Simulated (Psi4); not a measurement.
# A workflow on SF2 (sulfur difluoride), part 2 of 3

Psi4 1.11. Earlier steps stand in the parts before.

**4. The doublet cation: a geometry optimisation at UB3LYP/def2-SVPD (density fitting) (run 3)**

The input, job.dat:

```
memory 1600 MB

molecule m {
  1 2
  F
  S 1 1.635646
  F 2 1.635646 1 98.51164
  symmetry c1
}

set reference uks
set geom_maxiter 50

opt("b3lyp/def2-SVPD")
print_variables()
```

Command:

```console
psi4 -i job.dat -o job.out -n 1
```

job.out:

```text
Psi4 1.11 release

gradient() will perform analytic gradient computation.

   => Loading Basis Set <=

    Name: DEF2-SVPD
    Role: ORBITAL
    Keyword: BASIS

         ---------------------------------------------------------
                                   SCF
                              UKS Reference
                        1 Threads,   1525 MiB Core
         ---------------------------------------------------------

  ==> Geometry <==

    Molecular point group: c1
    Full point group: C2v

    Geometry (in Angstrom), charge = 1, multiplicity = 2:

       Center              X                  Y                   Z               Mass
    ------------   -----------------  -----------------  -----------------  -----------------
         F            0.000000000000     1.239216583421    -0.487817466536    18.998403162730
         S            0.000000000000     0.000000000000     0.579740539705    31.972071174400
         F            0.000000000000    -1.239216583421    -0.487817466536    18.998403162730

  Running in c1 symmetry.

  Rotational constants: A =      0.85192  B =      0.28890  C =      0.21574 [cm^-1]
  Rotational constants: A =  25540.02252  B =   8661.15221  C =   6467.79019 [MHz]
  Nuclear repulsion =  110.470588936315011

  Charge       = 1
  Multiplicity = 2
  Electrons    = 33
  Nalpha       = 17
  Nbeta        = 16

  ==> Algorithm <==

  SCF Algorithm Type is DF.
  DIIS enabled.
  MOM disabled.
  Fractional occupation disabled.
  Guess Type is SAD.
  Energy threshold   = 1.00e-08
  Density threshold  = 1.00e-08
  Integral threshold = 1.00e-12

  ==> Primary Basis <==

  Basis Set: DEF2-SVPD
    Blend: DEF2-SVPD
    Number of shells: 29
    Number of basis functions: 73
    Number of Cartesian functions: 79
    Spherical Harmonics?: true
    Max angular momentum: 2

  ==> DFT Potential <==

   => LibXC <=

    Version 7.1.2

   => Composite Functional: B3LYP <=

    B3LYP Hyb-GGA Exchange-Correlation Functional

    Deriv               =              1
    GGA                 =           TRUE
    Meta                =          FALSE

    Exchange Hybrid     =           TRUE
    MP2 Hybrid          =          FALSE

   => Exchange Functionals <=

    0.0800   Slater exchange
    0.7200         Becke 88

   => Exact (HF) Exchange <=

    0.2000               HF

   => Correlation Functionals <=

    0.1900   Vosko, Wilk & Nusair (VWN5_RPA)
    0.8100   Lee, Yang & Parr

   => LibXC Density Thresholds  <==

    XC_HYB_GGA_XC_B3LYP:  1.00E-15

   => Molecular Quadrature <=

    Radial Scheme          =       TREUTLER
    Pruning Scheme         =           NONE
    Nuclear Scheme         =       TREUTLER

    Blocking Scheme        =         OCTREE
    BS radius alpha        =              1
    Pruning alpha          =              1
    Radial Points          =             75
    Spherical Points       =            302
    Total Points           =          66427
    Total Blocks           =            561
    Max Points             =            256
    Max Functions          =             72
    Weights Tolerance      =       1.00E-15

   => Loading Basis Set <=

    Name: (DEF2-SVPD AUX)
    Role: JKFIT
    Keyword: DF_BASIS_SCF

  ==> Integral Setup <==

  DFHelper Memory: AOs need 0.013 GiB; user supplied 0.991 GiB.
  SCF_SUBTYPE=INCORE selected. In-core MEM_DF algorithm will be used.
  Using in-core AOs.

  ==> MemDFJK: Density-Fitted J/K Matrices <==

    J tasked:                   Yes
    K tasked:                   Yes
    wK tasked:                   No
    Memory [MiB]:              1014
    Algorithm:                 Core
    Schwarz Cutoff:           1E-12
    Mask sparsity (%):       0.1877
    Fitting Condition:        1E-10

   => Auxiliary Basis Set <=

  Basis Set: (DEF2-SVPD AUX)
    Blend: DEF2-UNIVERSAL-JKFIT
    Number of shells: 88
    Number of basis functions: 282
    Number of Cartesian functions: 341
    Spherical Harmonics?: true
    Max angular momentum: 4

  Cached 100.0% of DFT collocation blocks in 0.127 [GiB].

  Minimum eigenvalue in the overlap matrix is 4.6473918411E-03.
  Reciprocal condition number of the overlap matrix is 8.9485604119E-04.
    Using symmetric orthogonalization.

  ==> Pre-Iterations <==

  SCF Guess: Superposition of Atomic Densities via on-the-fly atomic UHF (no occupation information).

   -------------------------
    Irrep   Nso     Nmo
   -------------------------
     A         73      73
   -------------------------
    Total      73      73
   -------------------------

  ==> Iterations <==

                           Total Energy        Delta E     RMS |[F,P]|

   @DF-UKS iter SAD:  -597.34059556695320   -5.97341e+02   0.00000e+00
   @DF-UKS iter   1:  -597.08305941839285    2.57536e-01   6.42072e-03 DIIS/ADIIS
   @DF-UKS iter   2:  -596.65890270789032    4.24157e-01   1.61139e-02 DIIS/ADIIS
   @DF-UKS iter   3:  -597.17668899950411   -5.17786e-01   8.08964e-04 DIIS/ADIIS
   @DF-UKS iter   4:  -597.17818941594908   -1.50042e-03   2.00387e-04 DIIS/ADIIS
   @DF-UKS iter   5:  -597.17828612407834   -9.67081e-05   2.18838e-05 DIIS
   @DF-UKS iter   6:  -597.17828900532879   -2.88125e-06   9.97786e-06 DIIS
   @DF-UKS iter   7:  -597.17828935068837   -3.45360e-07   1.29448e-06 DIIS
   @DF-UKS iter   8:  -597.17828936404328   -1.33549e-08   2.46049e-07 DIIS
   @DF-UKS iter   9:  -597.17828936431488   -2.71598e-10   7.01615e-08 DIIS
   @DF-UKS iter  10:  -597.17828936433511   -2.02363e-11   2.04183e-08 DIIS
   @DF-UKS iter  11:  -597.17828936433716   -2.04636e-12   3.10428e-09 DIIS
  Energy and wave function converged.

  ==> Post-Iterations <==

[... 8 lines left out ...]
   @S   Expected:                5.000000000E-01
[... 51 lines left out ...]
    One-Electron Energy =               -1035.3638591301187262
[... 4 lines left out ...]
    Total Energy =                       -597.1782893643371608
[... 137 lines left out ...]
	                                 ==> Convergence Check <==
[... 140 lines left out ...]
                           Total Energy        Delta E     RMS |[F,P]|
[... 5 lines left out ...]
   @DF-UKS iter   4:  -597.18608968648152   -9.01821e-03   4.76137e-04 DIIS/ADIIS
[... 4 lines left out ...]
   @DF-UKS iter   9:  -597.18669933827084   -1.09953e-07   1.17327e-06 DIIS
[... 4 lines left out ...]
  Energy and wave function converged.
[... 12 lines left out ...]
   @S   Observed:                5.000000000E-01
[... 14 lines left out ...]
    Two-Electron Energy =                 368.6477898959655022
[... 27 lines left out ...]
 Dipole X            :         -0.0796535           -0.6786653           -0.7583188
[... 84 lines left out ...]
	Measures of convergence in internal coordinates in au.
[... 98 lines left out ...]
   @DF-UKS iter   0:  -596.30197676383693   -5.96302e+02   3.49829e-02
[... 4 lines left out ...]
   @DF-UKS iter   5:  -597.18738975783538   -5.57303e-04   9.29840e-05 DIIS
[... 4 lines left out ...]
   @DF-UKS iter  10:  -597.18742795495780   -4.71789e-09   2.71252e-07 DIIS
[... 12 lines left out ...]
   @Spin Contamination Metric:   3.709385651E-03
[... 5 lines left out ...]
    Final Occupation by Irrep:
[... 13 lines left out ...]
    DFT Exchange-Correlation Energy =     -37.2712077028586535
[... 27 lines left out ...]
 Dipole Y            :         -0.0000001            0.0000000           -0.0000001
[... 88 lines left out ...]
	   Step    Total Energy     Delta E     Max Force     RMS Force      Max Disp      RMS Disp
[... 88 lines left out ...]
   @DF-UKS iter   1:  -597.10633256524454   -7.83491e-01   5.25457e-03 DIIS/ADIIS
[... 4 lines left out ...]
   @DF-UKS iter   6:  -597.18744639684803   -1.23197e-04   8.23144e-05 DIIS
[... 4 lines left out ...]
   @DF-UKS iter  11:  -597.18747290574333   -7.88305e-10   1.03940e-07 DIIS
[... 12 lines left out ...]
   @S^2 Expected:                7.500000000E-01
[... 11 lines left out ...]
  @DF-UKS Final Energy:  -597.18747290581143
[... 7 lines left out ...]
    Empirical Dispersion Energy =           0.0000000000000000
[... 27 lines left out ...]
 Dipole Z            :         -0.0000002            0.0000000           -0.0000002
[... 89 lines left out ...]
	  Convergence Criteria     1.00e-06 *    3.00e-04 *             o    1.20e-03 *             o
[... 87 lines left out ...]
   @DF-UKS iter   2:  -597.13409798279008   -3.54370e-02   4.97227e-03 DIIS/ADIIS
[... 4 lines left out ...]
   @DF-UKS iter   7:  -597.18747551362378   -1.93074e-05   2.29643e-05 DIIS
[... 4 lines left out ...]
   @DF-UKS iter  12:  -597.18747730104656   -2.48974e-11   2.00307e-08 DIIS
[... 12 lines left out ...]
   @S^2 Observed:                7.536978791E-01
[... 14 lines left out ...]
    Nuclear Repulsion Energy =            115.9909329116653680
[... 4 lines left out ...]
    VV10 Nonlocal Energy =                  0.0000000000000000
[... 67 lines left out ...]
    Weights Tolerance      =       1.00E-15
[... 112 lines left out ...]
    Weights Tolerance      =       1.00E-15
[... 24 lines left out ...]
   @DF-UKS iter   3:  -597.17886436418712   -2.85587e-02   2.13948e-03 DIIS/ADIIS
[... 4 lines left out ...]
   @DF-UKS iter   8:  -597.18747715236987   -1.99510e-06   3.83960e-06 DIIS
[... 4 lines left out ...]
   @DF-UKS iter  13:  -597.18747725384424   -3.97904e-12   6.14538e-09 DIIS
[... 12 lines left out ...]
   @S   Expected:                5.000000000E-01
[... 51 lines left out ...]
    One-Electron Energy =               -1045.9626026199071021
[... 4 lines left out ...]
    Total Energy =                       -597.1874772538442357
[... 10 lines left out ...]
Computation Completed

Properties will be evaluated at   0.000000,   0.000000,   0.000000 [a0]

Properties computed using the SCF density matrix

 Multipole Moments:

 ------------------------------------------------------------------------------------
     Multipole            Electronic (a.u.)      Nuclear  (a.u.)        Total (a.u.)
 ------------------------------------------------------------------------------------

 L = 1.  Multiply by 2.5417464519 to convert [e a0] to [Debye]
 Dipole X            :         -0.0508377           -0.6668869           -0.7177246
 Dipole Y            :         -0.0415289           -0.5447735           -0.5863024
 Dipole Z            :         -0.0000002            0.0000000           -0.0000002
 Magnitude           :                                                    0.9267573

 ------------------------------------------------------------------------------------

	total time  =          5 seconds =       0.08 minutes

         ------------------------------------------------------------
                                   SCF GRAD
         ------------------------------------------------------------

  ==> Geometry <==

    Molecular point group: c1
    Full point group: Cs

    Geometry (in Angstrom), charge = 1, multiplicity = 2:

       Center              X                  Y                   Z               Mass
    ------------   -----------------  -----------------  -----------------  -----------------
         F           -0.413203568533     1.215468583335     0.000000000000    18.998403162730
         S           -0.413203568533    -0.337542022340     0.000000000000    31.972071174400
         F            1.108576426425    -0.647425181466     0.000000000000    18.998403162730

  Nuclear repulsion =  115.953201459241626

   => Molecular Quadrature <=

    Radial Scheme          =       TREUTLER
    Pruning Scheme         =           NONE
    Nuclear Scheme         =       TREUTLER

    Blocking Scheme        =         OCTREE
    BS radius alpha        =              1
    Pruning alpha          =              1
    Radial Points          =             75
    Spherical Points       =            302
    Total Points           =          66348
    Total Blocks           =            562
    Max Points             =            256
    Max Functions          =             72
    Weights Tolerance      =       1.00E-15

  -Total Gradient:
     Atom            X                  Y                   Z
    ------   -----------------  -----------------  -----------------
       1        0.000135943686     0.000199615086    -0.000000002755
       2        0.000059069177     0.000048257724     0.000000003889
       3        0.000222730405     0.000093377685    -0.000000001133

	total time  =          1 seconds =       0.02 minutes

    			-----------------------------------------

    			 OPTKING 3.0: for geometry optimizations

    			        with contributions from

    			-----------------------------------------

	                            ===> Fragment 1 <==

	 Z (Atomic Numbers)          Masses                          Geom
	       9.000000            18.998403         -0.78084158  2.29690274  0.00000000
	      16.000000            31.972071         -0.78084158 -0.63786198  0.00000000
	       9.000000            18.998403          2.09490584 -1.22345628  0.00000000

	 - Coordinate -           - BOHR/RAD -       - ANG/DEG -
	 R(1,2)           =         2.934765           1.553011
	 R(2,3)           =         2.934765           1.553011
	 B(1,2,3)         =         1.771682         101.509888

	        --- Internal Coordinate Step in ANG or DEG, aJ/ANG or AJ/DEG ---
	-------------------------------------------------------------------------------
	           Coordinate      Previous         Force          Change          New
	           ----------      --------        ------          ------        ------
	               R(1,2)       1.55301       -0.00071       -0.00011       1.55290
	               R(2,3)       1.55301       -0.00071       -0.00011       1.55290
	             B(1,2,3)     101.50989       -0.00000       -0.00135     101.50854
	-------------------------------------------------------------------------------

	                                 ==> Convergence Check <==

	Measures of convergence in internal coordinates in au.

	Criteria marked as inactive (o), active & met (*), and active & unmet ( ).

	----------------------------------------------------------------------------------------------
	   Step    Total Energy     Delta E     Max Force     RMS Force      Max Disp      RMS Disp
	----------------------------------------------------------------------------------------------
	  Convergence Criteria     1.00e-06 *    3.00e-04 *             o    1.20e-03 *             o
	----------------------------------------------------------------------------------------------
	     6    -597.18747725    4.72e-08 *    8.59e-05 *    7.03e-05 o    2.14e-04 *    1.76e-04 o  ~
	----------------------------------------------------------------------------------------------

Next Geometry in Ang
	Fragment 1 (Ang)

	    F  -0.4131555773   1.2153794677   0.0000000000
	    S  -0.4131738100  -0.3375177152   0.0000000000
	    F   1.1084986766  -0.6473603730   0.0000000000

    Final optimized geometry and variables:
    Molecular point group: c1
    Full point group: Cs

    Geometry (in Angstrom), charge = 1, multiplicity = 2:

    F
    S             1    1.553011
    F             2    1.553011      1  101.509888

  Variable Map:
  ----------------------------------------------------------------------------
  "CURRENT ENERGY"              =>    -597.187477253844
  "CURRENT REFERENCE ENERGY"    =>    -597.187477253844
  "DD SOLVATION ENERGY"         =>       0.000000000000
  "DFT FUNCTIONAL TOTAL ENERGY" =>    -597.187477253844
  "DFT TOTAL ENERGY"            =>    -597.187477253844
  "DFT VV10 ENERGY"             =>       0.000000000000
  "DFT XC ENERGY"               =>     -37.266050768618
  "GRID ELECTRONS ALPHA"        =>      17.000010013326
  "GRID ELECTRONS BETA"         =>      16.000008749948
  "GRID ELECTRONS TOTAL"        =>      33.000018763274
  "NUCLEAR REPULSION ENERGY"    =>     115.953201459242
  "ONE-ELECTRON ENERGY"         =>   -1045.962602619907
  "OPTIMIZATION ITERATIONS"     =>       6.000000000000
  "PCM POLARIZATION ENERGY"     =>       0.000000000000
  "PE ENERGY"                   =>       0.000000000000
  "SCF ITERATION ENERGY"        =>    -597.187477253844
  "SCF ITERATIONS"              =>      13.000000000000
  "SCF TOTAL ENERGY"            =>    -597.187477253844
  "TWO-ELECTRON ENERGY"         =>     370.087974675439
  "XC GRID RADIAL POINTS"       =>      75.000000000000
  "XC GRID SPHERICAL POINTS"    =>     302.000000000000
  "XC GRID TOTAL POINTS"        =>   66348.000000000000

  Array Variable Map:
  ----------------------------------------------------------------------------
  "CURRENT DIPOLE"              =>      -0.717724607463 ... -0.000000201802 1 by 3
  "CURRENT GRADIENT"            =>       0.000135943686 ... -0.000000001133 3 by 3
  "DFT TOTAL GRADIENT"          =>       0.000135943686 ... -0.000000001133 3 by 3
  "SCF DIPOLE"                  =>      -0.717724607463 ... -0.000000201802 1 by 3
  "SCF TOTAL ENERGIES"          =>    -596.320959223522 ... -597.187477253844 1 by 14
  "SCF TOTAL GRADIENT"          =>       0.000135943686 ... -0.000000001133 3 by 3

    Psi4 run time: 0:00:36.97

[set-up sections that repeat, and orbital energies of the middle runs, are left out above]
```

The script printed:

```text
Optimizer: Optimization complete!
```

It took 39 s on 1 thread of AMD EPYC 7R43 (Zen 3), shared host; peak memory 0.37 GiB.

The path in brief:

| step | energy from the first frame kept (eV) | largest force (eV/Å) |
| --- | --- | --- |
| 0 | 0.0000 | 3.7654 |
| 1 | -0.2288 | 1.1928 |
| 2 | -0.2487 | 0.3327 |
| 3 | -0.2499 | 0.0703 |
| 4 | -0.2500 | 0.0298 |
| 5 | -0.2500 | 0.0124 |

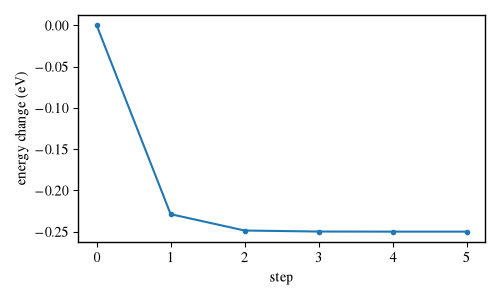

Energy along the run.

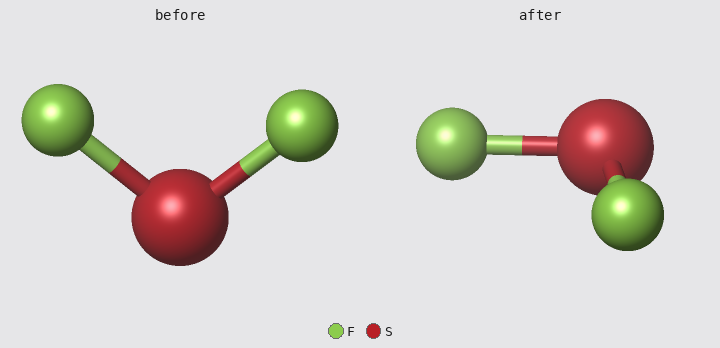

Before and after, at one scale.

After the run. Bond lengths: F1–S2 1.553 Å, S2–F3 1.553 Å. Angles: F1–S2–F3 101.5°.

**5. The doublet anion: the energy at UB3LYP/def2-SVPD (density fitting) (run 4)**

The input, calc.inp:

```
memory 1600 mb

molecule mol {
  -1 2
  F      0.86022412     2.16777476     0.71255903
  S     -1.16518812     0.24383514    -0.61030406
  F      0.32378567    -2.41481865    -0.09230556
  units bohr
  symmetry c1
}

set reference uks

energy("b3lyp/def2-SVPD")
print_variables()
```

Command:

```console
psi4 -n 1 calc.inp calc.out
```

calc.out (excerpt; [...] marks lines left out):

```text
[...]
  Running in c1 symmetry.
[...]
  Nuclear repulsion =  110.470586092072921
[...]
  Multiplicity = 2
[...]
  Nalpha       = 18
  Nbeta        = 17
[...]
    Number of basis functions: 73
[...]
   @DF-UKS iter   1:  -597.44577533032736   -1.05180e-01   7.27917e-03 DIIS/ADIIS
[...]
   @DF-UKS iter   9:  -597.57113928506487   -1.54116e-08   3.78398e-07 DIIS
[...]
   @S^2 Observed:                7.518563276E-01
[...]
  @DF-UKS Final Energy:  -597.57113928506487
   => Energetics <=
    Nuclear Repulsion Energy =            110.4705860920729208
    One-Electron Energy =               -1055.7392571832310750
    Two-Electron Energy =                 385.4508518187245159
    DFT Exchange-Correlation Energy =     -37.7533200126313773
    Empirical Dispersion Energy =           0.0000000000000000
    VV10 Nonlocal Energy =                  0.0000000000000000
    Total Energy =                       -597.5711392850648735
[...]
```

It took 6.6 s on 1 thread of AMD EPYC 7R43 (Zen 3), shared host; peak memory 0.33 GiB.

[end of part 2 of 3]
